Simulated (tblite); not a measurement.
# C3H11BGeO: the cost of one run

Computed with tblite 0.8.0 and PySCF 2.14.0, with density-fitted response routines of our own, on a single molecule in the gas phase. Atoms count from 0, in the outputs and in this text.

## (1) The molecule as given

17 atoms, charge 0, multiplicity 1; geometry from: force field or distance geometry start.

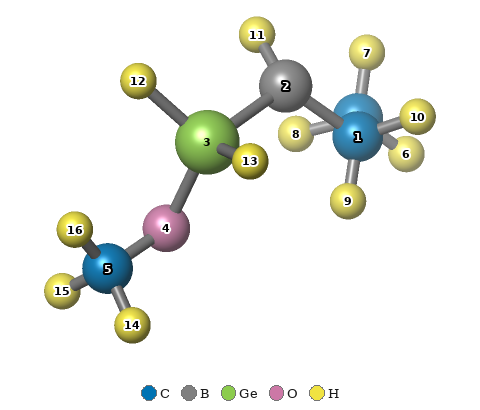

As it starts; carbon blue, boron grey, germanium green, oxygen pink, hydrogen yellow, atoms numbered.

## (2) Geometry optimisation with GFN2-xTB

What the job is given:

```
{"job": {"kind": "relax", "xc": "GFN2-xTB", "basis": "xTB"}, "charge": 0, "multiplicity": 1}
C     -2.791600    -0.091500    -0.714100
C     -1.868100     0.460500     0.349500
B     -0.865400    -0.705800     0.839300
Ge     1.123900    -0.366600     0.937100
O      1.688600     0.280700    -0.598000
C      3.055700     0.465000    -0.677400
H     -3.475900     0.709100    -1.080000
H     -3.343200    -0.926000    -0.259500
H     -2.130600    -0.492200    -1.508800
H     -1.277100     1.289400    -0.044300
H     -2.521300     0.788300     1.176300
H     -1.188300    -1.796900     0.473700
H      1.827300    -1.725100     1.235600
H      1.437100     0.541700     2.146400
H      3.336800     1.551800    -0.550100
H      3.347100     0.229400    -1.718300
H      3.638000    -0.200000    -0.017100
```

Launch:

```
$ OMP_NUM_THREADS=1 python probes_run.py task.json out
```

One launch serves the whole session: the jobs run in the order shown.

Q: Estimate the wall time of this first job on 1 thread of Arm Neoverse N1, shared host.

About 2.3 s.
